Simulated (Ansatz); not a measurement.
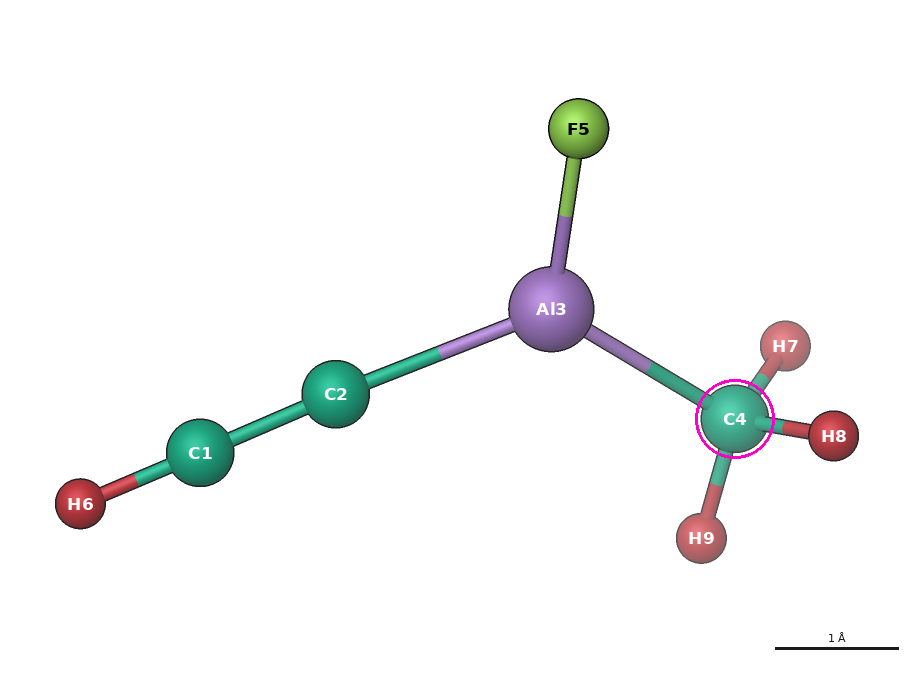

Orthographic view. Depth is shown by fading: the farther an atom, the more it takes the colour of the background. The computed structure is the end point of a PBE0-D4/def2-TZVP optimisation. No frequency run is at hand to confirm it as a minimum.

**Which atoms are bonded to the circled atom?**

The circled atom is C4; it is bonded to Al3, H7, H8, H9.

**What is the shortest path along bonds from the circled atom to C1?**

C4–Al3–C2–C1, 3 bonds; through space the two are 4.48 Å apart.

**Of C4 and H8, which is nearer the viewer?**

H8; the bond to C4 points away from the viewer, so it looks shorter than its 1.09 Å.

**Which atom is nearest the viewer?**

F5, 1.0 Å in front of the mean position.
